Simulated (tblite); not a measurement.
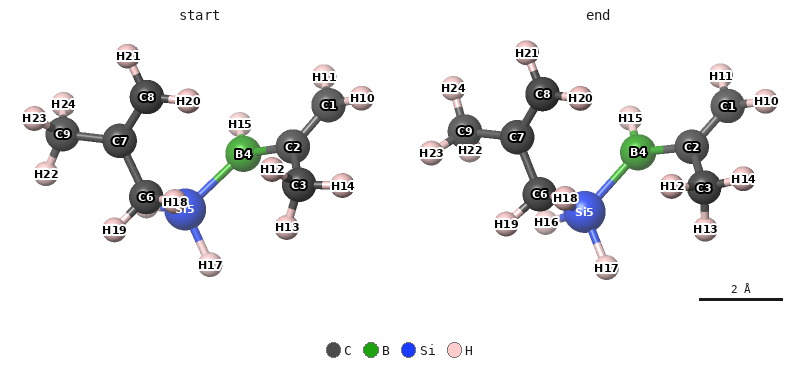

The structure of C7H15BSi before (left) and after (right) a relaxation, at one scale.

The picture is a ball-and-stick view, seen face on.

All numbers below come from GFN2-xTB geometry optimisation, gas phase (tblite). 

Question: What changed between the two?

Answer: After 123 geometry steps the energy has fallen by 6.80 kcal/mol. The atom that moves furthest after the best rigid fit is H22 (1.15 Å). By element the largest moves are H 1.15 Å, C 0.21 Å, Si 0.18 Å, B 0.17 Å. Among the contacts that change: Si5–C6 1.871 → 1.931 Å, C3–H12 1.117 → 1.089 Å, C2–B4 1.575 → 1.552 Å, C3–H13 1.109 → 1.089 Å. Bond angles that change, for instance: B4–Si5–H17 109.4° → 117.7°, B4–Si5–H16 109.0° → 116.4°, H16–Si5–H17 109.3° → 102.7°. Groups turn about C7–C9 by about 55°, C2–C3 by about 25°. The run took 2.2 s on 1 thread of Arm Neoverse N1, with other jobs on the host.
